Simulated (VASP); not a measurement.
# ZrW: structure and properties in VASP, part 4 of 5

What structure does ZrW take at this level, and what are its properties? The cell is invented: it takes the structure of a Materials Project entry for MoRu (space group 187 there), with all of its atoms replaced by other elements, volume scaled by an estimate. It may not be a known or stable phase.

VASP 6.6.1, plane waves and PAW; the level of theory is named at each step.

Still holding for the runs below: The k-mesh is coarse for a metal.

So far. Step 5 (Bands along the symmetry lines (LDA)): There is no gap at this level. Step 6 (Total and projected DOS (LDA)): The finer mesh and the other smearing move the Fermi level by -0.01 eV from the 11×11×5 run, a small shift, which tests the Fermi level alone. Of the states within 0.3 eV of the Fermi level, the largest shares in the PAW spheres are W d 38 %, Zr d 27 % and W p 9 %. The rest lies in smaller channels or between the spheres. The relaxed cell has a = 2.804, c = 5.238 Å (conventional setting).

## (7) Vibrations at Γ (LDA)

Level of this step: LDA; plane waves and PAW (W, Zr_sv); invented cell (VASP).

Zone-centre modes test whether the atoms sit at a minimum within this cell. IBRION = 8 takes the force constants from linear response, which needs tightly converged orbitals.

INCAR

```
SYSTEM = ZrW
PREC = Accurate
ENCUT = 400
EDIFF = 1E-08
NELM = 100
ISMEAR = -1
SIGMA = 0.05
LREAL = .FALSE.
ALGO = Normal
GGA = CA
NBANDS = 15
LORBIT = 11
LWAVE = .FALSE.
LCHARG = .FALSE.
IBRION = 8
ISIF = 2
```

POSCAR

```
ZrW
1.0
    2.8043403618      0.0000000497      0.0000000000
   -1.4021705923      2.4286304127      0.0000000000
    0.0000000000      0.0000000000      5.2379057669
W Zr
1 1
Direct
    0.3333333300      0.6666666700      0.0000000000
    0.0000000000      0.0000000000      0.5000000000
```

KPOINTS

```
Automatic mesh
0
Gamma
11 11 5
0 0 0
```

PAW data sets: W and Zr_sv (LDA family, release 64).

Run with:

```
mpirun -np 1 vasp_std
```

What it wrote:

```text
[... set-up lines as in an earlier step ...]
 entering main loop
       N       E                     dE             d eps       ncg     rms          rms(c)
[... 11 cycles as in an earlier step ...]
DAV:  12    -0.225829684277E+02    0.18967E-05   -0.64631E-06  1695   0.248E-02    0.215E-02
DAV:  13    -0.225829673899E+02    0.10378E-05   -0.12792E-06  1884   0.923E-03    0.531E-03
DAV:  14    -0.225829673470E+02    0.42886E-07   -0.13743E-07  1799   0.310E-03    0.208E-03
DAV:  15    -0.225829673451E+02    0.18752E-08   -0.52991E-09   867   0.634E-04
   1 F= -.22582967E+02 E0= -.22571432E+02  d E =-.230705E-01
 Linear response reoptimize wavefunctions to high precision
DAV:   1    -0.225829673417E+02    0.34186E-08   -0.39674E-09  1770   0.376E-04
DAV:   2    -0.225829673417E+02   -0.77307E-11   -0.10998E-10   755   0.734E-05
 Linear response DOF=           4
 Linear response progress:
  Degree of freedom:   1/  4
       N       E                     dE             d eps       ncg     rms          rms(c)
RMM:   1    -0.107201863286E+00   -0.10720E+00   -0.78034E-02  8651   0.136E+00
RMM:   2    -0.107519842005E+00   -0.31798E-03   -0.26781E-03  9051   0.237E-01    0.129E-01
RMM:   3    -0.106515254719E+00    0.10046E-02   -0.38631E-04  9571   0.916E-02    0.740E-02
RMM:   4    -0.105877525421E+00    0.63773E-03   -0.61610E-04  9871   0.111E-01    0.134E-02
RMM:   5    -0.105901795413E+00   -0.24270E-04   -0.29087E-05 11574   0.197E-02    0.703E-03
RMM:   6    -0.105908234014E+00   -0.64386E-05   -0.77146E-06 12081   0.772E-03    0.224E-03
RMM:   7    -0.105904697030E+00    0.35370E-05   -0.31377E-06 11897   0.377E-03    0.550E-04
RMM:   8    -0.105904454185E+00    0.24285E-06   -0.10116E-06 13104   0.166E-03    0.140E-04
RMM:   9    -0.105904089317E+00    0.36487E-06   -0.55407E-07 13853   0.747E-04    0.545E-05
RMM:  10    -0.105904102440E+00   -0.13123E-07   -0.33626E-07 13722   0.358E-04    0.460E-05
RMM:  11    -0.105904045630E+00    0.56810E-07   -0.14291E-07 13539   0.191E-04    0.709E-06
RMM:  12    -0.105904075116E+00   -0.29486E-07   -0.91905E-08 14022   0.973E-05    0.950E-06
RMM:  13    -0.105904044534E+00    0.30582E-07   -0.41823E-08 13489   0.522E-05    0.191E-06
RMM:  14    -0.105904079258E+00   -0.34724E-07   -0.26372E-08 13959   0.286E-05    0.134E-06
RMM:  15    -0.105904063591E+00    0.15667E-07   -0.13156E-08 12842   0.159E-05    0.959E-07
RMM:  16    -0.105904074788E+00   -0.11197E-07   -0.83664E-09 11732   0.981E-06    0.472E-07
RMM:  17    -0.105904069773E+00    0.50154E-08   -0.43190E-09 11153   0.666E-06    0.153E-07
 first order change of Fermi-energy  -0.13998E-04
 force on displaced ion       1 direction 1 :   0.601  -0.001   0.000
 Linear response progress:
  Degree of freedom:   2/  4
       N       E                     dE             d eps       ncg     rms          rms(c)
RMM:   1    -0.141651561395E+00   -0.14165E+00   -0.75697E-02  3902   0.150E+00
RMM:   2    -0.140173145428E+00    0.14784E-02   -0.57531E-03  3541   0.347E-01    0.149E-01
RMM:   3    -0.139984553773E+00    0.18859E-03   -0.17317E-03  3619   0.176E-01    0.763E-02
RMM:   4    -0.139970348984E+00    0.14205E-04   -0.28400E-04  3807   0.761E-02    0.370E-02
RMM:   5    -0.140063334866E+00   -0.92986E-04   -0.11148E-04  3684   0.490E-02    0.644E-03
RMM:   6    -0.140069394037E+00   -0.60592E-05   -0.43422E-05  4500   0.174E-02    0.397E-03
RMM:   7    -0.140071264418E+00   -0.18704E-05   -0.81409E-06  4253   0.711E-03    0.104E-03
RMM:   8    -0.140070455214E+00    0.80920E-06   -0.26244E-06  4615   0.339E-03    0.439E-04
RMM:   9    -0.140069331473E+00    0.11237E-05   -0.23760E-06  4684   0.156E-03    0.199E-04
RMM:  10    -0.140068680044E+00    0.65143E-06   -0.62840E-07  4836   0.732E-04    0.389E-05
RMM:  11    -0.140068627435E+00    0.52609E-07   -0.49829E-07  4883   0.358E-04    0.379E-05
RMM:  12    -0.140068598969E+00    0.28466E-07   -0.14591E-07  4858   0.175E-04    0.136E-05
RMM:  13    -0.140068573888E+00    0.25081E-07   -0.96296E-08  4877   0.939E-05    0.720E-06
RMM:  14    -0.140068566405E+00    0.74829E-08   -0.31897E-08  4870   0.473E-05    0.181E-06
 first order change of Fermi-energy   0.15608E-03
 force on displaced ion       1 direction 3 :  -0.000   0.000 -10.427
 Linear response progress:
  Degree of freedom:   3/  4
       N       E                     dE             d eps       ncg     rms          rms(c)
RMM:   1    -0.610323542257E+00   -0.61032E+00    0.29034E+00  6033   0.146E+01
RMM:   2    -0.547102577584E+00    0.63221E-01   -0.22924E-01  8604   0.293E+00    0.237E-01
RMM:   3    -0.548922876320E+00   -0.18203E-02   -0.33767E-02 10494   0.882E-01    0.791E-02
RMM:   4    -0.550863209914E+00   -0.19403E-02   -0.37932E-03 12801   0.289E-01    0.222E-02
RMM:   5    -0.551181632501E+00   -0.31842E-03   -0.67058E-04 13334   0.106E-01    0.154E-02
RMM:   6    -0.551148401599E+00    0.33231E-04   -0.14998E-04 13605   0.429E-02    0.704E-03
RMM:   7    -0.551108862936E+00    0.39539E-04    0.22445E-05 13785   0.186E-02    0.185E-03
RMM:   8    -0.551079891220E+00    0.28972E-04    0.13740E-06 13818   0.947E-03    0.844E-04
RMM:   9    -0.551073083990E+00    0.68072E-05    0.41837E-07 14532   0.491E-03    0.474E-04
RMM:  10    -0.551072127210E+00    0.95678E-06   -0.19768E-06 14124   0.275E-03    0.147E-04
RMM:  11    -0.551072691816E+00   -0.56461E-06   -0.27808E-06 14430   0.170E-03    0.470E-05
RMM:  12    -0.551072427740E+00    0.26408E-06   -0.22905E-06 14572   0.113E-03    0.184E-05
RMM:  13    -0.551071865693E+00    0.56205E-06   -0.17685E-06 14382   0.807E-04    0.284E-05
RMM:  14    -0.551072123511E+00   -0.25782E-06   -0.15924E-06 13964   0.601E-04    0.176E-05
RMM:  15    -0.551072263313E+00   -0.13980E-06   -0.13560E-06 14671   0.457E-04    0.340E-05
RMM:  16    -0.551072116256E+00    0.14706E-06   -0.11498E-06 13639   0.361E-04    0.266E-05
RMM:  17    -0.551072011797E+00    0.10446E-06   -0.97063E-07 14391   0.289E-04    0.244E-05
RMM:  18    -0.551071917077E+00    0.94720E-07   -0.82979E-07 14085   0.236E-04    0.226E-05
RMM:  19    -0.551071995698E+00   -0.78620E-07   -0.70666E-07 13737   0.194E-04    0.266E-05
 first order change of Fermi-energy   0.63624E-04
 force on displaced ion       2 direction 1 :   0.606  -0.000   0.000
 Linear response progress:
  Degree of freedom:   4/  4
       N       E                     dE             d eps       ncg     rms          rms(c)
RMM:   1    -0.847246494146E+00   -0.84725E+00    0.36645E+00  2364   0.159E+01
RMM:   2    -0.792380082404E+00    0.54866E-01   -0.27177E-01  3207   0.300E+00    0.241E-01
RMM:   3    -0.797006741205E+00   -0.46267E-02   -0.42111E-02  3608   0.882E-01    0.748E-02
RMM:   4    -0.799551808725E+00   -0.25451E-02   -0.44123E-03  4082   0.305E-01    0.230E-02
RMM:   5    -0.799768872943E+00   -0.21706E-03   -0.73505E-04  4743   0.101E-01    0.211E-02
RMM:   6    -0.799519855431E+00    0.24902E-03   -0.10539E-04  4755   0.436E-02    0.503E-03
RMM:   7    -0.799502171708E+00    0.17684E-04   -0.39674E-05  4797   0.192E-02    0.227E-03
RMM:   8    -0.799521470762E+00   -0.19299E-04   -0.63907E-05  4646   0.124E-02    0.905E-04
RMM:   9    -0.799500610896E+00    0.20860E-04   -0.63631E-05  4727   0.721E-03    0.256E-04
RMM:  10    -0.799504593923E+00   -0.39830E-05   -0.52463E-05  5075   0.453E-03    0.209E-04
RMM:  11    -0.799504417511E+00    0.17641E-06   -0.46476E-05  5182   0.312E-03    0.132E-04
RMM:  12    -0.799503706564E+00    0.71095E-06   -0.41561E-05  5087   0.234E-03    0.458E-05
RMM:  13    -0.799504075744E+00   -0.36918E-06   -0.37134E-05  5281   0.178E-03    0.160E-05
RMM:  14    -0.799503900031E+00    0.17571E-06   -0.33377E-05  4962   0.143E-03    0.383E-05
RMM:  15    -0.799504364821E+00   -0.46479E-06   -0.30666E-05  5068   0.118E-03    0.694E-05
RMM:  16    -0.799503732028E+00    0.63279E-06   -0.26803E-05  4507   0.996E-04    0.469E-05
RMM:  17    -0.799503791616E+00   -0.59589E-07   -0.24707E-05  5260   0.827E-04    0.549E-05
RMM:  18    -0.799503815374E+00   -0.23758E-07   -0.21877E-05  5045   0.705E-04    0.635E-05
RMM:  19    -0.799503713309E+00    0.10207E-06   -0.19778E-05  4510   0.610E-04    0.640E-05
RMM:  20    -0.799503519089E+00    0.19422E-06   -0.17896E-05  4208   0.533E-04    0.587E-05
 first order change of Fermi-energy   0.57866E-04
 force on displaced ion       2 direction 3 :  -0.000  -0.000 -10.427
 Linear response finished
```

The job ended after 9.7 min (1 MPI rank of AMD EPYC 7R43, shared host; peak memory 0.26 GiB).

OUTCAR, selected parts (step 7):

```text
   NELECT =      18.0000    total number of electrons

  Total       -0.0066775     -0.0066776      0.0023391      0.0000000     -0.0000000      0.0000000
  in kB       -0.2999009     -0.2999010      0.1050514      0.0000000     -0.0000000      0.0000000
  external PRESSURE =      -0.1649168 kB  Pullay stress =       0.0000000 kB

 Eigenvectors and eigenvalues of the dynamical matrix
 ----------------------------------------------------

   1 f  =    6.465054 THz    40.621134 2PiTHz  215.650999 cm-1    26.737304 meV
             X         Y         Z           dx          dy          dz
     -0.000000  1.619087  0.000000    -0.000000    0.000000   -0.575865
      0.000000  0.000000  2.618953     0.000000    0.000000    0.817545

   2 f  =    0.003081 THz     0.019360 2PiTHz    0.102779 cm-1     0.012743 meV
             X         Y         Z           dx          dy          dz
     -0.000000  1.619087  0.000000    -0.278031    0.770018   -0.000000
      0.000000  0.000000  2.618953    -0.195024    0.540127   -0.000000

   3 f  =    0.003081 THz     0.019360 2PiTHz    0.102779 cm-1     0.012743 meV
             X         Y         Z           dx          dy          dz
     -0.000000  1.619087  0.000000    -0.770018   -0.278031    0.000000
      0.000000  0.000000  2.618953    -0.540127   -0.195024    0.000000

   4 f/i=    0.000099 THz     0.000622 2PiTHz    0.003304 cm-1     0.000410 meV
             X         Y         Z           dx          dy          dz
     -0.000000  1.619087  0.000000    -0.000000   -0.000000   -0.817545
      0.000000  0.000000  2.618953    -0.000000   -0.000000   -0.575865

   5 f/i=    1.556151 THz     9.777582 2PiTHz   51.907594 cm-1     6.435719 meV
             X         Y         Z           dx          dy          dz
     -0.000000  1.619087  0.000000     0.540103    0.195089   -0.000000
      0.000000  0.000000  2.618953    -0.769984   -0.278124   -0.000000

   6 f/i=    1.556151 THz     9.777584 2PiTHz   51.907606 cm-1     6.435720 meV
             X         Y         Z           dx          dy          dz
     -0.000000  1.619087  0.000000     0.195089   -0.540103    0.000000
      0.000000  0.000000  2.618953    -0.278124    0.769984    0.000000

 ELASTIC MODULI CONTR FROM IONIC RELAXATION (kBar)
 Direction    XX          YY          ZZ          XY          YZ          ZX
 --------------------------------------------------------------------------------
 XX          -0.0000      0.0000      0.0000     -0.0000      0.0000     -0.0000
 YY           0.0000     -0.0000     -0.0000      0.0000     -0.0000      0.0000
 ZZ           0.0000     -0.0000     -0.0000      0.0000     -0.0000      0.0000
 XY          -0.0000      0.0000      0.0000     -0.0000      0.0000     -0.0000
 YZ           0.0000     -0.0000     -0.0000      0.0000     -0.0000      0.0000
 ZX          -0.0000      0.0000      0.0000     -0.0000      0.0000     -0.0000
 --------------------------------------------------------------------------------

[... 9 parts as in an earlier step ...]

[... 3 further parts left out ...]
```

Energies printed during the response cycles are not total energies of the cell.

Numbers from this step:

```yaml
bands: 15
irreducible_k_points: 48
pressure_of_the_cell: -0.01649 GPa
largest_force_of_the_cell: 0 eV/Å
fermi_energy: 9.104 eV
```

The modes at Γ (shares of kinetic energy by element, %) (negative means imaginary):

| mode | frequency (cm⁻¹) | symmetry | W % | Zr % |
| --- | --- | --- | --- | --- |
| 1 | -51.9 | E' | 33 | 67 |
| 2 | -51.9 | E' | 33 | 67 |
| 3 | 0.0 | acoustic | 67 | 33 |
| 4 | 0.1 | acoustic | 67 | 33 |
| 5 | 0.1 | acoustic | 67 | 33 |
| 6 | 215.7 | A2'' | 33 | 67 |

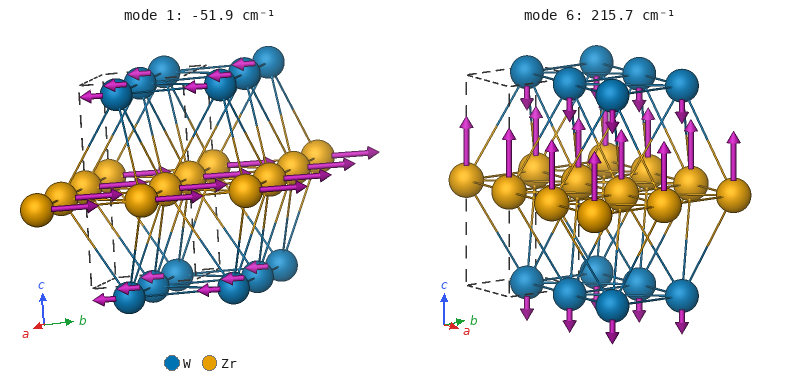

Displacement patterns of modes 1 and 6 at Γ; arrows are exaggerated. 3×2×1 cells are drawn. Some periodic images of atoms are drawn too.

The three acoustic modes lie within 0.1 cm⁻¹ of zero, but 2 optical modes are imaginary, so the cell is a saddle point and not a minimum. By the characters of their eigenvectors the optical modes sort into (cm⁻¹) Raman active: E' 52i; infrared active: E' 52i, A2'' 216.

[end of part 4 of 5]

[Lines on the potential files, build, host, timing and source positions are cut from VASP's logs without a mark.]

[Logs are printed without paths, hosts, clocks, repeated set-up lines and the standing remarks that a program may print on its own settings, such as how far it seeks lower states.]

[Hosts, paths, dates, database ids (printed as entryN), source tags and the programs' standing remarks are cut or masked in the printed files.]

[A measured line is paired with the nearest computed mode of its activity, which favours agreement.]

[In band tables of VASP the shares of atoms and orbitals are scaled to a sum of 1 inside the atoms' spheres.]
